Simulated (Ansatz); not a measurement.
**Convergence study of zone-centre phonons against the mesh for Tl (P6_3/mmc, 2 atoms in the cell)**

```yaml
crystal:
  lattice:
    - [1.72481, -2.98746, 0.00000]
    - [1.72481, 2.98746, 0.00000]
    - [0.00000, 0.00000, 5.50344]
  atoms:
    - { symbol: Tl, position: [0.33333, 0.66667, 0.25000] }
    - { symbol: Tl, position: [0.66667, 0.33333, 0.75000] }
```

Method of the run: PBE (plane waves, PAW; Ansatz, a quantum-chemistry and plane-wave program).

Base settings: basis.ecutwfc = 420 eV; kpoints.mp_grid.grid = 11 11 6; hamiltonian.xc = pbe; hamiltonian.pseudopotentials = {kind: paw} (the program's default PAW files); scf.occupations.method = gaussian; scf.occupations.width = 0.1 eV.

In this ladder: phonons.method = dfpt.

Frequencies are those of the unrelaxed cell, without the LO-TO term of polar crystals.

Only quantities that move along the ladder and can be compared are tabulated.

Core times come from one kind of shared machine, to one figure; runs under 30 s give none.

The starting cell has typed, rounded lattice constants, without a prior relaxation at this level. Its lattice was rescaled by up to half a per cent. In the base run, with a pressure of about 4 GPa the cell is away from its equilibrium volume at this level.

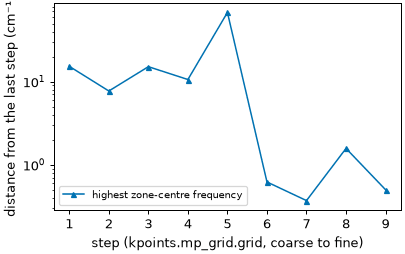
Figure: Distance from the last step along the ladder; very small values are drawn at a floor.

```csv
kpoints.mp_grid.grid,highest zone-centre frequency (cm⁻¹),core time / last (rough)
3 3 2,109.3,–
4 4 2,101.7,–
5 5 3,109.1,–
6 6 3,83.4,–
7 7 4,26.0,–
9 9 5,94.6,–
13 13 7,94.4,0.1
16 16 9,95.6,0.3
20 20 11,94.5,0.4
25 25 14,94.0,1
```

Coarsest kpoints.mp_grid.grid that holds the highest zone-centre frequency within 5 cm⁻¹ of the last step, with all finer ones: 9 9 5; the step before is off by 68 cm⁻¹.

Keys are those of Ansatz 0.2.
